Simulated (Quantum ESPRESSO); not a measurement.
# Dipole at the next field: 1T-MnF2, 1 layer

How the rows were computed: Quantum ESPRESSO 7.5, RPBE, GBRV ultrasoft, PBE files; sawtooth field along the normal with dipole correction, ions clamped, threshold 1e-9 Ry; cell area 9.661 Å².

| field (V/Å) | dipole (e Å a cell) |
| --- | --- |
| 0 | 0.00000 |
| 0.1 | 0.01247 |
| 0.2 | 0.02492 |

To predict: What is the dipole at 0.4 V/Å, and what electrostatic thickness 4πα/A follows from the rows?

By hand: The slope is (0.02492 − (0.00000))/0.2 = 0.1246 e Å²/V, so 4πα/A = 180.95 × 0.1246/9.661 = 2.33 Å. Linear response gives p = 0.00000 + 0.1246 × (0.4) = 0.04984 e Å; a parabola through the three rows gives 0.04976.

What the calculation gave: p = 0.04986 e Å. The line misses by 0.0 % of the induced dipole and the parabola by 0.2 %. The response is linear over this range.

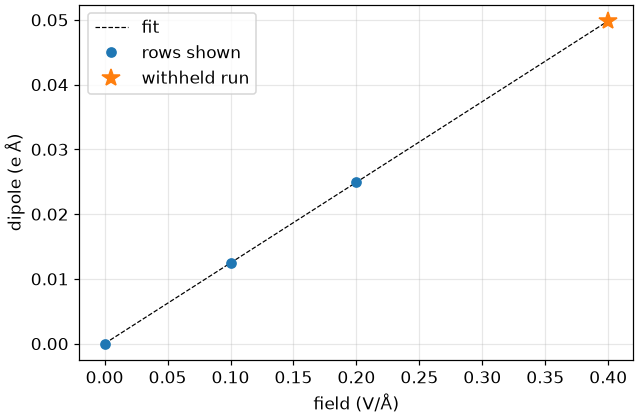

The rows shown, the fit and the withheld run.

Caveats: Electrons alone respond; local and semilocal functionals tend to overscreen.
